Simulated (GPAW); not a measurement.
The N K edge of atom 5 in Cr3SnN (Pm-3m), with 6 Cr at 1.97 Å (octahedral, site symmetry m-3m), was computed in 2 ways: excited-electron core hole (neutral cell) and no core hole. Program and functional: GPAW, LDA, Gaussian full width 0.9 eV up to 4 eV, rising linearly to 3.5 eV at 25 eV; cells of 5 and 10 atoms (the run without a hole in the smaller).

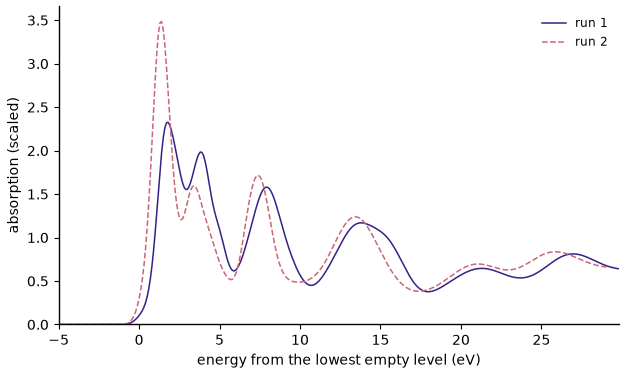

Each run is counted from its own lowest empty level or Fermi level and scaled to a mean of 1 over its first 20 eV.

**Question.** Which run is which?

Run 1: no core hole (area from −2 to 6 eV 8.3, main maxima 1.8 eV (2.33), 3.8 eV (1.98), 7.9 eV (1.58) and 13.8 eV (1.17)). Run 2: excited-electron core hole (neutral cell) (area from −2 to 6 eV 8.9, main maxima 1.4 eV (3.49), 3.4 eV (1.60), 7.4 eV (1.72) and 13.4 eV (1.24)). With each curve scaled to its own mean, the area from −2 to 6 eV with the hole is 8.9 against 8.3, and the centre of weight from −1 to 20 eV moves by -0.6 eV (first and strongest maxima below 20 eV: 1.8 eV (2.33), 3.8 eV (1.98) and 7.9 eV (1.58) without the hole, 1.4 eV (3.49), 3.4 eV (1.60) and 7.4 eV (1.72) with it); the shape changes all the same, by 39 % r.m.s.

[Hosts, paths, dates, database ids (printed as entryN), source tags and the programs' standing remarks are cut or masked in the printed files.]

[Lists of maxima count a maximum above −3 eV only where it reaches 4 % of the highest in the window and stands out from its surroundings by 2 % of it (1.5 % where it reaches 55 %); shoulders and weaker maxima are passed over, and of the rest the first, up to two pre-edge ones and the few strongest are named.]
